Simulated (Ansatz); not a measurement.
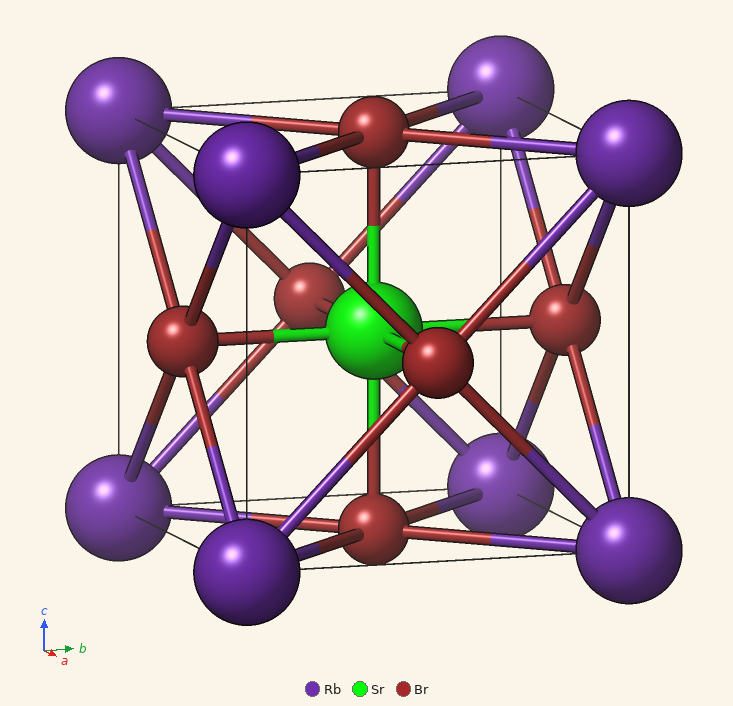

Ball-and-stick representation of a periodic structure, projected slightly off an axis. One conventional unit cell is outlined, and atoms on its boundary appear in each equivalent place.

RbSrBr$_{3}$, cubic perovskite, space group Pm-3m (No. 221), a = 5.946 Å, b = 5.946 Å, c = 5.946 Å, α = 90.00°, β = 90.00°, γ = 90.00°. The cell started as a structure type filled with these elements by a generator (whether the compound takes this form wasn't checked). Earlier steps of the study may have refined or changed the cell and positions. It was run through Ansatz as a DFT input.

This one geometry was computed with Ansatz (DFT, plane waves, PAW) at three levels of theory: HSE06, r2SCAN and PBE. It was relaxed beforehand with r2SCAN.

How does the band gap change with the level of theory?

PBE: a gap of 3.92 eV, indirect; r2SCAN: a gap of 4.60 eV, indirect; HSE06: a gap of 5.04 eV, indirect.

Collect the results in a table.

| level | cutoff (eV) | k-mesh of the run's cell | gap (eV) | pressure (GPa) |
| --- | --- | --- | --- | --- |
| HSE06 | 420 | 4×4×4 | 5.04 | 0.2 |
| r2SCAN | 500 | 4×4×4 | 4.60 | 0.0 |
| PBE | 420 | 4×4×4 | 3.92 | 0.5 |

Gaps are taken on the k-mesh or band path of each run.
